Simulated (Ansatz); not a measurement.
# C2HClFIn (SMILES C#[C][In]([F])[Cl]): CAM-B3LYP/def2-SVP (core potential)

Aim: the vertical singlet–triplet gap of C2HClFIn at CAM-B3LYP/def2-SVP (core potential), from 2 runs. 

The calculation is run with Ansatz 0.2.0.

117 further runs of the same task are left out: 1 that didn't finish, 116 set aside as unsound or not needed.

### Step 1. The molecule

C2HClFIn has 6 atoms, charge 0, and is taken as a singlet. As SMILES, `C#[C][In]([F])[Cl]`. The shape is that of a PBE0-D4/def2-TZVP optimisation.

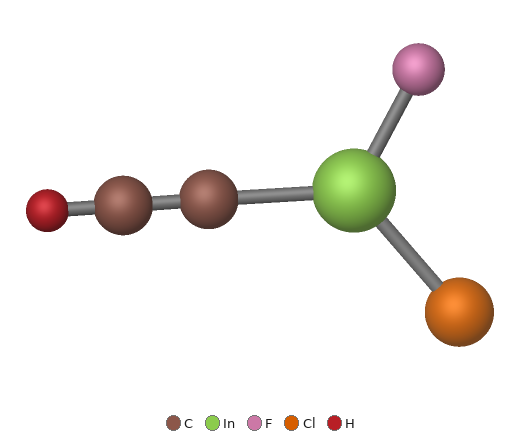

Viewed from a chosen angle; carbon brown, indium green, fluorine pink, chlorine orange, hydrogen red.

### Step 2. A single-point energy at CAM-B3LYP/def2-SVP (core potential)

Contents of in.yaml:

```yaml
crystal:
  periodic: [false, false, false]
  atoms:
    - symbol: C
      position_ang: [1.088300, 0.340300, 1.700800]
    - symbol: C
      position_ang: [0.438900, 0.120100, 0.708700]
    - symbol: In
      position_ang: [-0.655800, -0.235700, -0.984700]
    - symbol: F
      position_ang: [-1.773600, -1.806600, -1.123700]
    - symbol: Cl
      position_ang: [-0.759200, 1.049500, -2.880900]
    - symbol: H
      position_ang: [1.661500, 0.532400, 2.579900]
basis:
  gaussian:
    orbitals: def2-SVP
hamiltonian:
  xc: {name: CAM-B3LYP}
accuracy: high
output:
  orbitals: {seedname: orbitals}
```

Started as:

```sh
$ ansatz run in.yaml --threads 1 --pin off --max-ram 3480MiB --events-out events.jsonl --progress --plain --runs-dir runs
```

Output:

```text
Warning: RAYON_NUM_THREADS=1 ignored (pool sized by the plan → 1); use --threads N
Functional definition: CAM-B3LYP
  name "CAM-B3LYP"
  parameter alpha = 0.19
  parameter beta = 0.46
  parameter omega = 0.33/bohr
  parameter ac = 0.81
  exchange = (1 - alpha - beta)*b88_x + beta*b88_x_sr(omega) + alpha*exact_x + beta*exact_x_lr(omega)
  correlation = (1 - ac)*vwn5_c + ac*lyp_c
1941 factors; integrals over basis functions are off by at most 3.4e-9 eV
427 factors; integrals over basis functions are off by at most 2.1e-9 eV
mean field evaluation 1: about -22487.8902 eV, gradient 5.0e1 eV
mean field evaluation 2: about -22484.6480 eV, gradient 7.2e1 eV
mean field evaluation 4: about -22493.5105 eV, gradient 2.1e0 eV
mean field evaluation 8: about -22493.6231 eV, gradient 3.1e-1 eV
mean field evaluation 16: about -22493.6234 eV, gradient 9.1e-5 eV
mean field -22493.62335402 eV, -826.6254115347 hartree, gradient 6.5e-8 eV, S^2 0.000000; 0 other end points of the search recorded, 0 dependent functions left out
reference -22493.62337451 eV, -826.6254122877 hartree; 30, 30 occupied and 61, 61 virtual orbitals, 1941 factors
Total energy: -22493.62337451 eV, -826.6254122877 hartree
```

Wall time 9.6 s (1 thread of Arm Neoverse V2, shared host); peak memory 0.37 GiB.

### Step 3. The triplet

Contents of molecule.yaml:

```yaml
crystal:
  periodic: [false, false, false]
  atoms:
    - {symbol: C, position_ang: [1.088300, 0.340300, 1.700800]}
    - {symbol: C, position_ang: [0.438900, 0.120100, 0.708700]}
    - {symbol: In, position_ang: [-0.655800, -0.235700, -0.984700]}
    - {symbol: F, position_ang: [-1.773600, -1.806600, -1.123700]}
    - {symbol: Cl, position_ang: [-0.759200, 1.049500, -2.880900]}
    - {symbol: H, position_ang: [1.661500, 0.532400, 2.579900]}
basis:
  gaussian:
    orbitals: def2-SVP
magnetization:
  spin_polarized: true
  initial_magnetization: 2
hamiltonian:
  xc: {name: CAM-B3LYP}
accuracy: high
output: {orbitals: {seedname: orbitals}}
```

Started as:

```sh
$ ansatz run molecule.yaml --threads 1 --pin off --max-ram 3480MiB --events-out events.jsonl --progress --plain --runs-dir runs
```

Output, cut to the lines that bear on the results:

```text
Warning: RAYON_NUM_THREADS=1 ignored (pool sized by the plan → 1); use --threads N
[... 2 set-up lines as earlier in the session ...]
[...]
1941 factors; integrals over basis functions are off by at most 3.4e-9 eV
427 factors; integrals over basis functions are off by at most 2.1e-9 eV
[...]
mean field -22487.67730927 eV, -826.4068984204 hartree, gradient 4.2e-8 eV, S^2 2.008235; 6 other end points of the search recorded, 0 dependent functions left out
reference -22487.67732971 eV, -826.4068991715 hartree; 31, 29 occupied and 60, 62 virtual orbitals, 1941 factors
Total energy: -22487.67732971 eV, -826.4068991715 hartree
```

Wall time 52 s (1 thread of Arm Neoverse V2, shared host); peak memory 0.59 GiB.

### Step 4. Results

Level: CAM-B3LYP/def2-SVP (core potential).

| quantity | value |
| --- | --- |
| singlet: total energy | -826.62541 Eh |
| singlet: HOMO energy | -10.21 eV |
| singlet: LUMO energy | -0.95 eV |
| singlet: HOMO–LUMO gap | 9.26 eV |
| triplet: total energy | -826.40690 Eh |
| triplet: HOMO energy (highest over α and β) | -4.76 eV |
| triplet: ⟨S²⟩ | 2.008 |
| vertical energy of the triplet above the singlet | 5.946 eV |

In words: At this shape the triplet lies 5.95 eV (574 kJ/mol) above the singlet.
